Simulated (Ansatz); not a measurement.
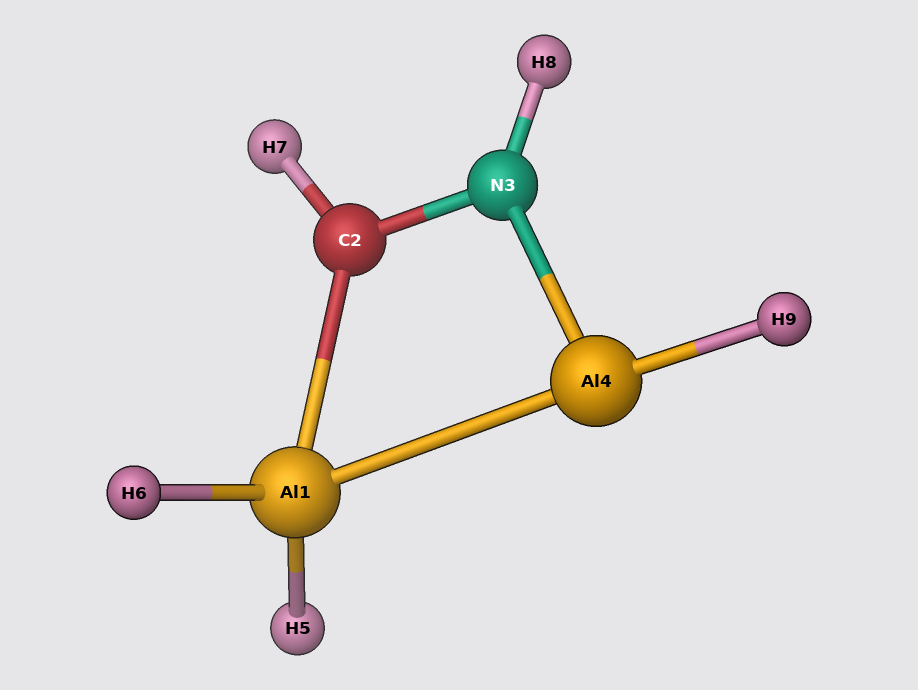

The computed structure is the end point of a PBE-D4/def2-SVP optimisation. No frequency run is at hand to confirm it as a minimum.

List the bonds and their lengths.

```
   bond  length (Å)
 Al1–C2       2.090
Al1–Al4       2.608
 Al1–H5       1.613
 Al1–H6       1.612
  C2–N3       1.312
  C2–H7       1.118
 N3–Al4       1.998
  N3–H8       1.036
 Al4–H9       1.624
```
